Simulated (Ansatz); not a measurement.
## SiO2: response to strain

Take SiO2 (space group P4_12_12, No. 92) as the base.

```yaml
crystal:
  lattice:
    - [5.08278, 0.00000, 0.00000]
    - [0.00000, 5.08278, 0.00000]
    - [0.00000, 0.00000, 7.09805]
  atoms:
    - { symbol: Si, position: [0.29405, 0.29405, 0.00000] }
    - { symbol: Si, position: [0.79405, 0.20595, 0.75000] }
    - { symbol: Si, position: [0.20595, 0.79405, 0.25000] }
    - { symbol: Si, position: [0.70595, 0.70595, 0.50000] }
    - { symbol: O, position: [0.24110, 0.09387, 0.17444] }
    - { symbol: O, position: [0.74110, 0.40613, 0.57556] }
    - { symbol: O, position: [0.25890, 0.59387, 0.07556] }
    - { symbol: O, position: [0.75890, 0.90613, 0.67444] }
    - { symbol: O, position: [0.90613, 0.75890, 0.32556] }
    - { symbol: O, position: [0.40613, 0.74110, 0.42444] }
    - { symbol: O, position: [0.59387, 0.25890, 0.92444] }
    - { symbol: O, position: [0.09387, 0.24110, 0.82556] }
```

Cartesian axes are those of the cell as printed.

Strains are applied to the cell and any free atomic positions relax; under biaxial strain the out-of-plane vector relaxes too.

All numbers come from PBE/PAW in Ansatz (a quantum-chemistry and plane-wave program), no SOC, earlier PAW set.

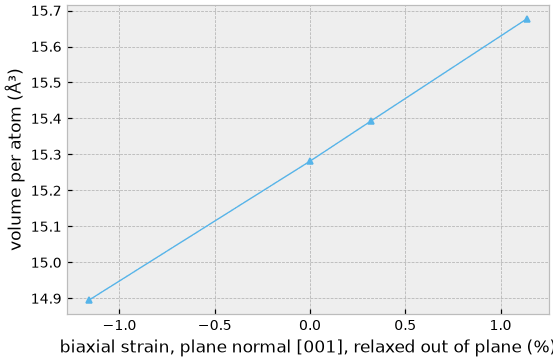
Figure. Volume per atom against biaxial strain, plane normal [001], relaxed out of plane

```json
[
 {"biaxial strain, plane normal [001], relaxed out of plane (%)": "-1.16", "volume per atom": "14.90 Å³"},
 {"biaxial strain, plane normal [001], relaxed out of plane (%)": "0.32", "volume per atom": "15.39 Å³"},
 {"biaxial strain, plane normal [001], relaxed out of plane (%)": "1.14", "volume per atom": "15.68 Å³"}
]
```

Whether these cells are dynamically stable was not tested.
